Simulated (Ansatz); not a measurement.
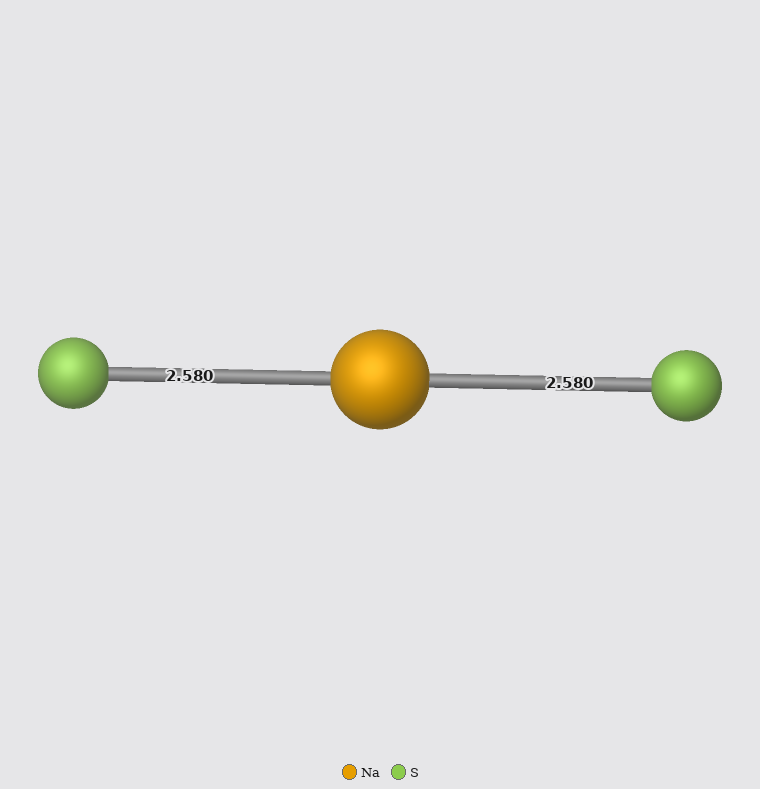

The surroundings of site Na1 (at 0.500, 0.500, 0.000) in Na₃SCl (Pm-3m), with bond lengths in Å.

Source of the atomic positions: the end point of a relaxation with Ansatz 0.2.0, DFT, r2SCAN+rVV10, plane waves, PAW; the starting structure was generated, so it need not be a known form of this composition.

```
CELL_PARAMETERS angstrom
5.16095 0.00000 0.00000
0.00000 5.16095 0.00000
0.00000 0.00000 5.16095
ATOMIC_POSITIONS crystal
Cl 0.00000 0.00000 0.00000
S 0.50000 0.50000 0.50000
Na 0.50000 0.50000 0.00000
Na 0.50000 0.00000 0.50000
Na 0.00000 0.50000 0.50000
```

Bond valence s = exp((R0 − d)/b), R0 fitted to published crystal structures with b = 0.37 Å; R0 in Å: Na+–S 2.286.

**Calculate the bond-valence sum of Na1 from the bonds drawn.**

2 × 0.452 = 0.90 v.u., against a formal valence of 1: a close match.

**And over the whole structure?**

```
site              x, y, z  formal valence  bond-valence sum  difference
 Cl1  0.000, 0.000, 0.000              −1              0.22       -0.78
  S1  0.500, 0.500, 0.500              −2              2.71        0.71
 Na1  0.500, 0.500, 0.000              +1              0.97       -0.03
```

These sums include all anions within 5 Å. The global instability index (root mean square of the differences over all atoms) is 0.47 v.u.: above 0.2, which by the usual rule of thumb marks a strained structure.
